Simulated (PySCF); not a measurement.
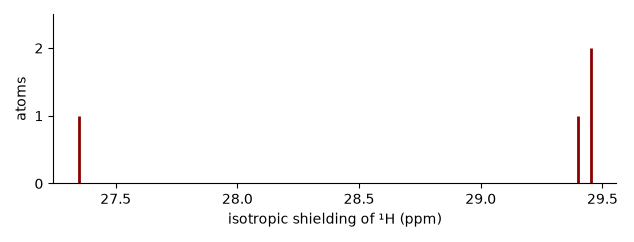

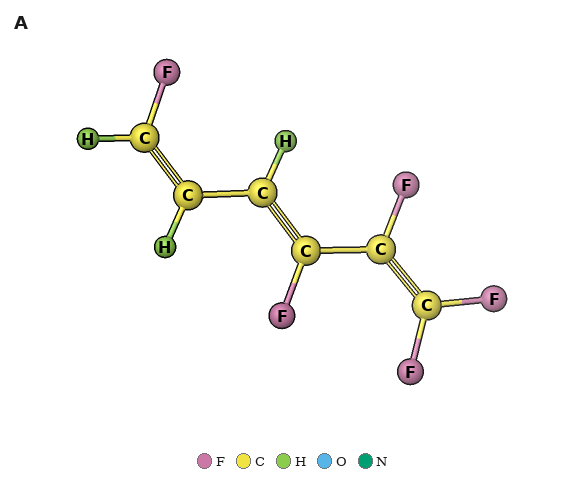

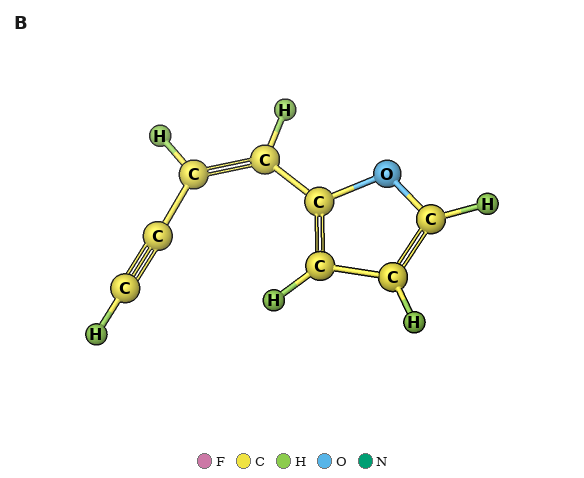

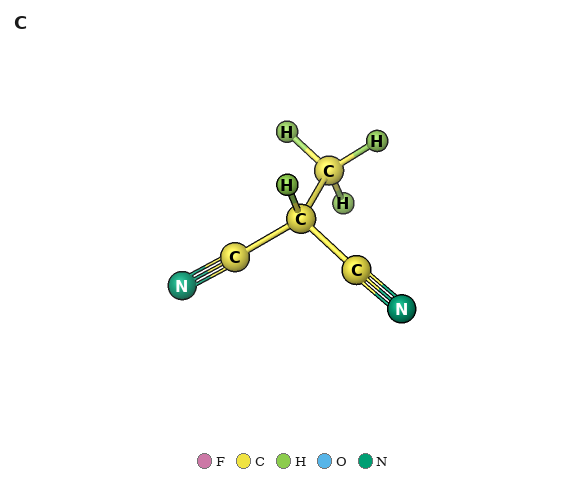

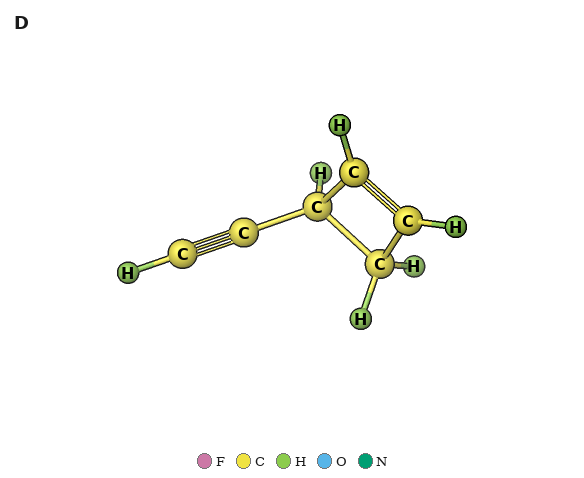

The sticks are computed shieldings of one of the molecules, for one fixed geometry (PBE0-D3(BJ)/def2-SVP) without averaging over rotations. Low shielding means a high chemical shift. Method: GIAO PBE0/pcSseg-1 NMR shielding, non-relativistic, IEF-PCM acetonitrile (PySCF 2.14.0).

Match the spectrum to a structure.

Answer. C, `CC(C#N)C#N`. Its 4 H atoms give lines at 27.35, 29.40, 29.45 (2 atoms) ppm.
